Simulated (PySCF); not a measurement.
## NMR shielding calculation, with input and output: C3H7NO2Si3

- system: C3H7NO2Si3
- method: GIAO PBE0/pcSseg-1 NMR shielding, non-relativistic, gas phase (PySCF 2.14.0)

The geometry comes from this level: GFN2-xTB. It belongs to a series of runs on one base structure; here: H on Si replaced by COOH. Figures and captions count atoms from 1; the log counts them from 0 in places.

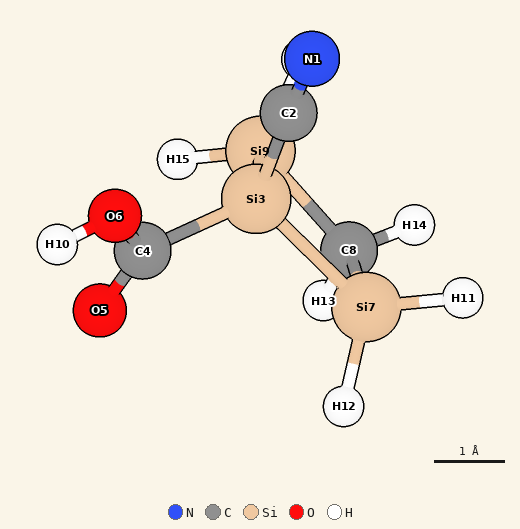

The structure as given in the input (ball-and-stick view, seen at a tilt; atoms are numbered from 1 in the order of the input).

**Input file**
```
{"job": {"kind": "nmr", "xc": "PBE0", "basis": "pcSseg-1"}, "charge": 0, "multiplicity": 1}
N      1.498759    -0.866851     3.233698
C      1.184448    -0.562968     2.172556
Si     0.572288    -0.098676     0.471050
C      2.181070     0.306603    -0.473704
O      2.193457     0.663999    -1.627846
O      3.290715     0.171744     0.254181
Si    -1.183508     1.455017     0.211995
C     -2.165488     0.029534    -0.651102
Si    -0.994800    -1.508114    -0.585530
H      4.085012     0.396234    -0.261302
H     -1.859307     1.926763     1.425175
H     -0.991350     2.617662    -0.659051
H     -2.419847     0.290465    -1.677853
H     -3.121162    -0.161404    -0.164836
H     -0.714248    -2.066719    -1.910061
H     -1.563638    -2.584346     0.231219
```

The first line tells a small driver script what to run in PySCF; the rest is the geometry in Å.

Launch command:
```bash
OMP_NUM_THREADS=1 python <driver script> task.json out
```

**Log**
```
coarse grid: 15704 points
cycle   1  E = -1191.1534802677  dE =  1.132e+00  |g| = 9.917e-01  |ddm| = 3.917e+00
cycle   2  E = -1190.5837857232  dE =  5.697e-01  |g| = 1.947e+00  |ddm| = 1.924e+00
cycle   3  E = -1191.3247239252  dE = -7.409e-01  |g| = 3.734e-01  |ddm| = 1.480e+00
cycle   4  E = -1191.3507000733  dE = -2.598e-02  |g| = 1.008e-01  |ddm| = 2.796e-01
cycle   5  E = -1191.3524053515  dE = -1.705e-03  |g| = 3.078e-02  |ddm| = 6.922e-02
cycle   6  E = -1191.3525702006  dE = -1.648e-04  |g| = 1.528e-02  |ddm| = 2.889e-02
cycle   7  E = -1191.3526152997  dE = -4.510e-05  |g| = 4.523e-03  |ddm| = 1.078e-02
cycle   8  E = -1191.3526196371  dE = -4.337e-06  |g| = 7.639e-04  |ddm| = 3.768e-03
final grid: 140416 points
cycle   9  E = -1191.4225790404  dE = -1.477e-05  |g| = 1.145e-02  |ddm| = 2.326e-02
cycle  10  E = -1191.4225366080  dE =  4.243e-05  |g| = 1.894e-02  |ddm| = 1.810e-02
cycle  11  E = -1191.4226018084  dE = -6.520e-05  |g| = 2.782e-03  |ddm| = 1.176e-02
cycle  12  E = -1191.4226032273  dE = -1.419e-06  |g| = 4.239e-04  |ddm| = 1.842e-03
cycle  13  E = -1191.4226032559  dE = -2.861e-08  |g| = 1.574e-04  |ddm| = 3.874e-04
cycle  14  E = -1191.4226032601  dE = -4.230e-09  |g| = 8.831e-05  |ddm| = 1.484e-04
cycle  15  E = -1191.4226032617  dE = -1.590e-09  |g| = 1.995e-05  |ddm| = 6.088e-05
cycle  16  E = -1191.4226032618  dE = -8.822e-11  |g| = 5.084e-06  |ddm| = 2.211e-05
```

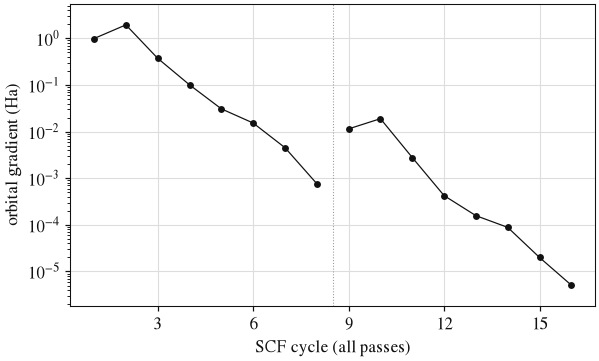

Convergence of the self-consistent field: orbital gradient against the SCF cycle. The dotted line marks the change from a coarse to the final integration grid. The first 8 cycles use a coarse grid, the final grid takes over at cycle 9, and the field converges after 16 cycles in all.

```
converged SCF energy = -1191.4226032618

GIAO shielding tensors (ppm)
atom      isotropic    diamagn.    paramagn.     s11        s22        s33       span
  0 N     -109.416     337.588    -447.005   -301.631   -290.958    264.339    565.970
  1 C       64.819     263.487    -198.668    -49.821    -46.060    290.338    340.159
  2 Si     395.357     881.307    -485.950    342.556    383.760    459.754    117.199
  3 C        1.591     255.818    -254.227   -105.968     33.521     77.221    183.189
  4 O     -178.120     402.418    -580.538   -508.710   -268.439    242.790    751.500
  5 O       89.652     389.073    -299.422    -82.273    131.823    219.405    301.678
  6 Si     393.583     879.987    -486.404    351.655    368.368    460.726    109.071
  7 C      194.225     258.336     -64.111    176.271    198.324    208.081     31.810
  8 Si     394.117     879.990    -485.874    352.059    369.106    461.185    109.125
  9 H       24.790      28.193      -3.403     18.492     22.799     33.081     14.589
 10 H       26.775      28.946      -2.171     23.715     24.919     31.691      7.976
 11 H       26.768      28.974      -2.205     23.733     24.832     31.741      8.008
 12 H       30.747      30.117       0.630     26.065     27.817     38.358     12.293
 13 H       30.781      29.400       1.381     25.989     27.691     38.662     12.673
 14 H       26.776      28.926      -2.150     23.682     24.835     31.812      8.130
 15 H       26.792      29.003      -2.212     23.753     24.965     31.656      7.903
```

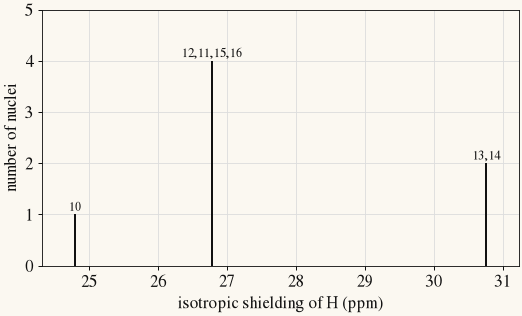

Isotropic shieldings of the hydrogen nuclei in this fixed geometry, labelled by atom number; shielding grows to the right, so chemical shift grows to the left. The least shielded is H10 (24.8 ppm), the most shielded H14 (30.8 ppm).

**Results in brief**

| quantity | value |
| --- | --- |
| outcome | converged |
| total energy | −1191.422603 hartree |
| HOMO | −8.07 eV |
| LUMO | −1.72 eV |
| dipole moment | 3.09 D |
| isotropic shielding, N | −109.4 ppm |
| isotropic shielding, C | 1.6 to 194.2 ppm |
| isotropic shielding, Si | 393.6 to 395.4 ppm |
| isotropic shielding, O | −178.1 to 89.7 ppm |
| isotropic shielding, H | 24.8 to 30.8 ppm |
| hardware | 1 CPU thread, shared host |
| wall time | 39 s |
| peak memory | 0.93 GiB |
